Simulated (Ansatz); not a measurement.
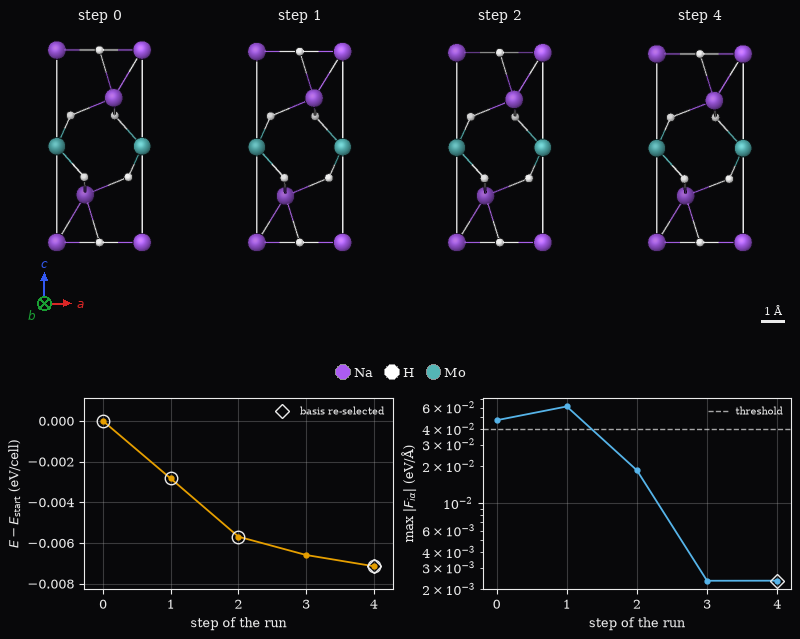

Frames of a relaxation of a crystal of Na₃MoH₉ (a generated structure, set up in P-3m1) (coarse preliminary run), marked on the history of the run. Style: ball-and-stick. Shown: the cell of the calculation, along the b axis.

All numbers below come from DFT PBE, scalar-relativistic, plane waves, PAW (Ansatz). (plane-wave cutoff 420 eV; k-point mesh 6 × 6 × 2; occupations gaussian; smearing width 0.1 eV; no spin polarisation; cell and atoms relaxed; force threshold 0.04 eV/Å; at most 70 steps)

**What happens along the run?**

The largest moves relative to the cell, 0.027 Å, are those of H atoms. By element the largest moves are H 0.027 Å, Na 0.005 Å. Mo stays in place. Cell: a = b 4.309 → 4.357 Å (+1.1 %), c 8.423 → 8.252 Å (−2.0 %). Volume +0.2 %. Near-neighbour distances that change, for instance: H–Na 2.433 → 2.399 Å, H–Na 2.155 → 2.179 Å, H–Na 2.289 → 2.300 Å, Na–Na 3.250 → 3.241 Å. Among the angles between lasting bonds that change: Na–H–Na 140.5° → 142.6°. The space group stays P-3m1 (No. 164). Over 3 accepted moves (4 points after the start) the energy falls by 7.1 meV per cell of the calculation. The largest force component goes from 0.047 to 0.0024 eV/Å. The pressure goes from 0.22 to 0.02 GPa. At 1 point the geometry stayed and the basis and grid were re-selected for the new cell (energy shift of 0.6 meV per cell of the calculation at most each time). From step 0 to 1: Na atoms move most (0.04 Å), volume +0.4 %, energy −2.8 meV per cell of the calculation. From step 1 to 2: Na atoms move most (0.02 Å), volume −0.2 %, energy −2.9 meV per cell of the calculation. From step 2 to 4: energy −1.5 meV per cell of the calculation.

| step | E − E(0), meV/atom | largest force component, eV/Å | pressure, GPa | volume, Å³/atom | note |
| --- | --- | --- | --- | --- | --- |
| 0 | 0.00 | 0.0474 | 0.22 | 10.418 |  |
| 1 | -0.22 | 0.0613 | -0.10 | 10.461 |  |
| 2 | -0.44 | 0.0186 | 0.01 | 10.437 |  |
| 3 | -0.51 | 0.0023 | 0.02 | 10.437 |  |
| 4 | -0.55 | 0.0024 | 0.02 | 10.437 | same geometry, new basis |

Limits of the set-up: the k-point mesh is coarse for a cell with partly filled bands.
